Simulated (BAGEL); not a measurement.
# Si3NH9 (trisilylamine): a chain of runs

We compute the energy (HF/def2-SV(P)), then the energy (NEVPT2(2,2)/def2-SV(P)), then the energy (CASPT2(2,2)/def2-SV(P)) of Si3NH9 (trisilylamine). 

The calculation is run with BAGEL 1.2.2.

## Step 1: The molecule

Si3NH9 has 13 atoms, charge 0, and is taken as a singlet. As SMILES, `[SiH3]N([SiH3])[SiH3]`. One bond was lengthened or shortened from a relaxed shape.

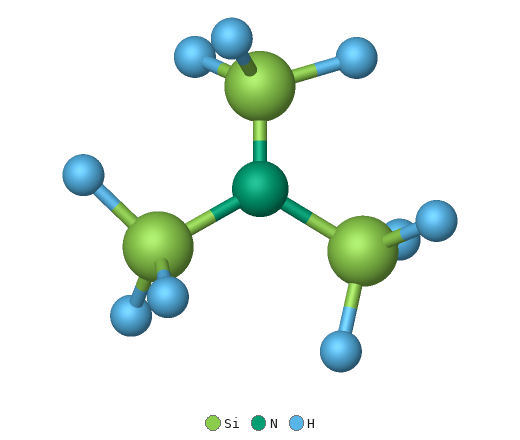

The structure, seen from a chosen angle (silicon green, nitrogen teal, hydrogen blue).

## Step 2: The energy at HF/def2-SV(P) (density fitting with svp-jkfit) (run 1)

File input.json:

```json
{ "bagel" : [

{
  "title" : "molecule",
  "basis" : "def2-sv_p_.json",
  "df_basis" : "svp-jkfit",
  "angstrom" : true,
  "geometry" : [
    { "atom" : "Si", "xyz" : [   -0.441635,    1.224605,   -0.693419 ] },
    { "atom" : "N", "xyz" : [   -0.000690,   -0.000090,    0.000350 ] },
    { "atom" : "Si", "xyz" : [    0.784860,    0.112060,    1.543580 ] },
    { "atom" : "Si", "xyz" : [   -0.265590,   -1.552910,   -0.727470 ] },
    { "atom" : "H", "xyz" : [   -1.070295,    0.803145,   -1.974279 ] },
    { "atom" : "H", "xyz" : [   -1.434935,    1.979595,    0.115241 ] },
    { "atom" : "H", "xyz" : [    0.703665,    2.127385,   -0.982959 ] },
    { "atom" : "H", "xyz" : [    0.020170,   -0.607680,    2.596110 ] },
    { "atom" : "H", "xyz" : [    2.158120,   -0.455830,    1.496860 ] },
    { "atom" : "H", "xyz" : [    0.862760,    1.555850,    1.894200 ] },
    { "atom" : "H", "xyz" : [   -1.713780,   -1.813530,   -0.940290 ] },
    { "atom" : "H", "xyz" : [    0.285610,   -2.575110,    0.202450 ] },
    { "atom" : "H", "xyz" : [    0.422990,   -1.661990,   -2.040670 ] }
  ]
},
{
  "title" : "hf"
},
{
  "title" : "print",
  "file" : "orbitals.molden",
  "orbitals" : true
}

]}
```

The basis set def2-SV(P) is read from a file made from the Basis Set Exchange's data (not shown).

Command:

```bash
BAGEL_NUM_THREADS=1 BAGEL input.json > input.out
```

Log:

```text
* using 1 threads per process

  ===============================================================
  ===============================================================

  *** Geometry ***

  { "atom" : "Si", "xyz" : [     -0.834569,      2.314168,     -1.310372 ] },
  { "atom" : "N", "xyz" : [     -0.001304,     -0.000170,      0.000661 ] },
  { "atom" : "Si", "xyz" : [      1.483170,      0.211763,      2.916943 ] },
  { "atom" : "Si", "xyz" : [     -0.501892,     -2.934575,     -1.374719 ] },
  { "atom" : "H", "xyz" : [     -2.022564,      1.517724,     -3.730847 ] },
  { "atom" : "H", "xyz" : [     -2.711634,      3.740892,      0.217774 ] },
  { "atom" : "H", "xyz" : [      1.329734,      4.020175,     -1.857523 ] },
  { "atom" : "H", "xyz" : [      0.038116,     -1.148349,      4.905937 ] },
  { "atom" : "H", "xyz" : [      4.078256,     -0.861394,      2.828655 ] },
  { "atom" : "H", "xyz" : [      1.630380,      2.940130,      3.579519 ] },
  { "atom" : "H", "xyz" : [     -3.238575,     -3.427075,     -1.776891 ] },
  { "atom" : "H", "xyz" : [      0.539725,     -4.866253,      0.382575 ] },
  { "atom" : "H", "xyz" : [      0.799335,     -3.140706,     -3.856307 ] },

  Number of auxiliary basis functions:      623

  Since a DF basis is specified, we compute 2- and 3-index integrals:
    o Being stored without compression. Storage requirement is 0.037 GB

  Number of basis functions:       86
  Number of electrons      :       58

    * METHOD: MOLECULE                             0.41

  *** RHF ***

  === Nuclear Repulsion ===
   305.2299221640

      * DIIS with orbital gradients will be used.

  === RHF iteration (def2-sv_p_.json) ===
      0       -925.98794749          0.01480737           0.13
      1       -926.10455560          0.00928060           0.13
      2       -926.14800535          0.00142851           0.13
      3       -926.14999764          0.00012313           0.13
      4       -926.15001556          0.00002742           0.13
      5       -926.15001663          0.00000626           0.13
      6       -926.15001668          0.00000195           0.13
      7       -926.15001669          0.00000044           0.13
      8       -926.15001669          0.00000018           0.13
      9       -926.15001669          0.00000005           0.13
     10       -926.15001669          0.00000001           0.13
    * SCF iteration converged.

    * Permanent dipole moment:
           (   -0.163222,     0.439896,    -0.258136) a.u.

    * METHOD: HF                                   1.70

    * METHOD: PRINT                                0.02

  ===============================================================
```

Wall time 2.3 s (1 thread of Arm Neoverse V1, shared host); peak memory 0.16 GiB.

## Step 3: The energy at NEVPT2(2,2)/def2-SV(P) (density fitting with svp-jkfit) (run 2)

File calc.json:

```json
{ "bagel" : [

{
  "title" : "molecule",
  "basis" : "def2-sv_p_.json",
  "df_basis" : "svp-jkfit",
  "angstrom" : "true",
  "geometry" : [
    { "atom" : "Si", "xyz" : [   -0.441635,    1.224605,   -0.693419 ] },
    { "atom" : "N", "xyz" : [   -0.000690,   -0.000090,    0.000350 ] },
    { "atom" : "Si", "xyz" : [    0.784860,    0.112060,    1.543580 ] },
    { "atom" : "Si", "xyz" : [   -0.265590,   -1.552910,   -0.727470 ] },
    { "atom" : "H", "xyz" : [   -1.070295,    0.803145,   -1.974279 ] },
    { "atom" : "H", "xyz" : [   -1.434935,    1.979595,    0.115241 ] },
    { "atom" : "H", "xyz" : [    0.703665,    2.127385,   -0.982959 ] },
    { "atom" : "H", "xyz" : [    0.020170,   -0.607680,    2.596110 ] },
    { "atom" : "H", "xyz" : [    2.158120,   -0.455830,    1.496860 ] },
    { "atom" : "H", "xyz" : [    0.862760,    1.555850,    1.894200 ] },
    { "atom" : "H", "xyz" : [   -1.713780,   -1.813530,   -0.940290 ] },
    { "atom" : "H", "xyz" : [    0.285610,   -2.575110,    0.202450 ] },
    { "atom" : "H", "xyz" : [    0.422990,   -1.661990,   -2.040670 ] }
  ]
},
{
  "title" : "hf"
},
{
  "title" : "nevpt2",
  "nstate" : 1,
  "nact" : 2,
  "nclosed" : 28,
  "active" : [17, 30],
  "maxiter" : 200,
  "natocc" : "true",
  "ncore" : 16
},
{
  "title" : "print",
  "file" : "orbitals.molden",
  "orbitals" : "true"
}

]}
```

The basis set def2-SV(P) is read from a file made from the Basis Set Exchange's data (not shown).

Command:

```bash
BAGEL_NUM_THREADS=1 BAGEL calc.json > calc.out
```

Log:

```text
* using 1 threads per process

  ===============================================================
  ===============================================================

  *** Geometry ***

  { "atom" : "Si", "xyz" : [     -0.834569,      2.314168,     -1.310372 ] },
  { "atom" : "N", "xyz" : [     -0.001304,     -0.000170,      0.000661 ] },
  { "atom" : "Si", "xyz" : [      1.483170,      0.211763,      2.916943 ] },
[... 9 lines of this table left out ...]
  { "atom" : "H", "xyz" : [      0.799335,     -3.140706,     -3.856307 ] },

  Number of auxiliary basis functions:      623

  Since a DF basis is specified, we compute 2- and 3-index integrals:
    o Being stored without compression. Storage requirement is 0.037 GB

[... 18 lines left out ...]
    * SCF iteration converged.
[... 1 line left out ...]
    * Permanent dipole moment:
[... 28 lines left out ...]
    * Second-order optimization converged. *

     guess   0:   closed 1.                   open ..

  === FCI iteration ===

      0  0      -926.15001247     4.91e-02      0.00
      1  0      -926.15321128     7.22e-04      0.00
      2  0 *    -926.15321259     1.38e-15      0.00

     * ci vector, state   0, <S^2> = 0.0000
       2.     0.9994699151

  === DF-NEVPT2 calculation ===

    * 3-index integral transformation done
    * assembly done

      NEVPT2 correlation energy:   -0.3946020245      0.17

          (+0)     -0.3298432723
          (+0)'    -0.0340048497
          (+1)     -0.0082440540
          (+1)'    -0.0000000000
          (+2)     -0.0011364337
          (-1)     -0.0174297968
          (-1)'     0.0000000000
          (-2)     -0.0039436181

      NEVPT2 total energy:       -926.5478146123

    * METHOD: NEVPT2                               5.79

    * METHOD: PRINT                                0.02

  ===============================================================
```

Run time: 8.1 s. Hardware: 1 thread of Arm Neoverse V1, shared host; peak memory 0.16 GiB.

## Step 4: The energy at CASPT2(2,2)/def2-SV(P) (density fitting with svp-jkfit) (run 3)

input.json, as its differences from that of step 2:

```diff
@@ -23,10 +23,6 @@
 },
-{
-  "title" : "hf"
-},
-{
-  "title" : "print",
-  "file" : "orbitals.molden",
-  "orbitals" : true
-}
+{ "title" : "hf", "charge" : 0 },
+{ "title" : "casscf", "nstate" : 1, "nact" : 2, "nclosed" : 28, "charge" : 0, "active" : [17, 30], "maxiter" : 200, "natocc" : true },
+{ "title" : "print", "file" : "orbitals.molden", "orbitals" : true },
+{ "title" : "smith", "method" : "caspt2", "ms" : true, "xms" : true, "sssr" : true, "shift" : 0.2, "shift_imag" : true, "ncore" : 16 }
```

The basis set def2-SV(P) is read from a file made from the Basis Set Exchange's data (not shown).

Command:

```bash
BAGEL_NUM_THREADS=1 BAGEL input.json > input.out
```

Log:

```text
* using 1 threads per process

  ===============================================================
  ===============================================================

  *** Geometry ***

  { "atom" : "Si", "xyz" : [     -0.834569,      2.314168,     -1.310372 ] },
  { "atom" : "N", "xyz" : [     -0.001304,     -0.000170,      0.000661 ] },
  { "atom" : "Si", "xyz" : [      1.483170,      0.211763,      2.916943 ] },
[... 9 lines of this table left out ...]
  { "atom" : "H", "xyz" : [      0.799335,     -3.140706,     -3.856307 ] },

  Number of auxiliary basis functions:      623

  Since a DF basis is specified, we compute 2- and 3-index integrals:
    o Being stored without compression. Storage requirement is 0.037 GB

[... 18 lines left out ...]
    * SCF iteration converged.
[... 1 line left out ...]
    * Permanent dipole moment:
[... 27 lines left out ...]
    * Second-order optimization converged. *
[... 9 lines left out ...]
     * ci vector, state   0, <S^2> = 0.0000
[... 15 lines left out ...]
    * Zeroth order energy : state  0       -2.2763722646
[... 4 lines left out ...]
       #      aibj      arbs      arbi      airj      risj      airs      arst      rist         Etot      error   time
[... 10 lines left out ...]
      ------------------------------------------------------------------------------------------------------------------

    * CASPT2 energy : state  0     -926.5478798632
        w/o shift correction       -926.5451984635
        reference weight              0.8671642041

    * METHOD: SMITH                                0.82

  ===============================================================
```

It took 8.7 s on 1 thread of Arm Neoverse V1, shared host; peak memory 0.2 GiB.

## Step 5: What came out

| quantity | value |
| --- | --- |
| run 1, HF/def2-SV(P): total energy | -926.15002 Eh |
| run 1, HF/def2-SV(P): dipole moment | 1.36 D |
| run 1, HF/def2-SV(P): HOMO energy | -11.03 eV |
| run 1, HF/def2-SV(P): LUMO energy | 3.45 eV |
| run 1, HF/def2-SV(P): HOMO–LUMO gap | 14.48 eV |
| run 2, NEVPT2(2,2)/def2-SV(P): total energy | -926.54781 Eh |
| run 3, CASPT2(2,2)/def2-SV(P): total energy | -926.54788 Eh |
